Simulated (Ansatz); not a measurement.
# SiNi: the cost of one run

Program: Ansatz 0.2.0. Level of theory: DFT PBE, PAW, plane waves, scalar-relativistic. These are calculated values, not measurements.

## 1. Starting point

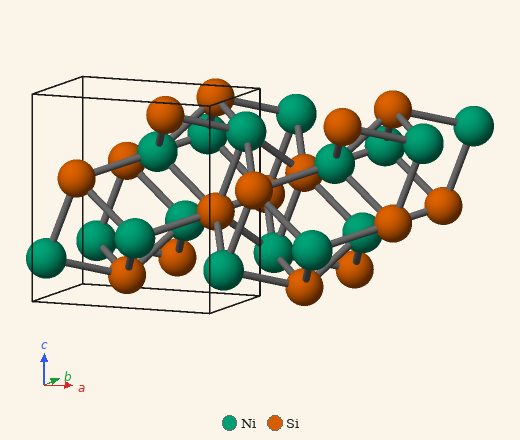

The starting structure, seen slightly off an axis (nickel teal, silicon orange). 2×2×1 cells are drawn.

Coordinates:

```
Ni Si
1.0
     5.17310    0.00000    0.00000
     0.00000    3.33810    0.00000
     0.00000    0.00000    5.60490
Ni Si
4 4
Direct
  0.00779 0.25000 0.18752
  0.49221 0.75000 0.68752
  0.50779 0.25000 0.31248
  0.99221 0.75000 0.81248
  0.32128 0.75000 0.08250
  0.17872 0.25000 0.58250
  0.82128 0.75000 0.41750
  0.67872 0.25000 0.91750
```

Labels such as Si8 number the atoms in the order of the input file.

Planned first: parallel moments, plain SCF; opposed moments ++--, plain SCF; no spin polarisation; spin on, no moments given (the program may seed its own), plain SCF. What is tried next depends on their ends.

A plain SCF has the search for lower states switched off and ends at the first converged state. Ends within 0.2 meV/atom and 0.1 μB count as one state.

Moments by site are taken inside atomic spheres; the rest lies between them.

## 2. Parallel moments, plain SCF

input.yaml reads:

```yaml
crystal:
  lattice:
    - [5.1731, 0.0, 0.0]
    - [0.0, 3.3381, 0.0]
    - [0.0, 0.0, 5.6049]
  atoms:
    - { symbol: Ni, position: [0.00779, 0.25, 0.18752], spin: 2.0 }
    - { symbol: Ni, position: [0.49221, 0.75, 0.68752], spin: 2.0 }
    - { symbol: Ni, position: [0.50779, 0.25, 0.31248], spin: 2.0 }
    - { symbol: Ni, position: [0.99221, 0.75, 0.81248], spin: 2.0 }
    - { symbol: Si, position: [0.32128, 0.75, 0.0825] }
    - { symbol: Si, position: [0.17872, 0.25, 0.5825] }
    - { symbol: Si, position: [0.82128, 0.75, 0.4175] }
    - { symbol: Si, position: [0.67872, 0.25, 0.9175] }
magnetization:
  spin_polarized: true
hamiltonian:
  xc: pbe
  pseudopotentials: { kind: paw }
basis:
  ecutwfc: 420
kpoints:
  mp_grid: { grid: [5, 7, 4] }
scf:
  occupations: { method: gaussian, width: 0.1 }
  lower_state_search: "off"
output:
  forces: true
  stress: true
```

What time and memory should one allow on 2 threads of an x86-64 CPU, shared host?

About 15 s, with a peak of 0.63 GiB.
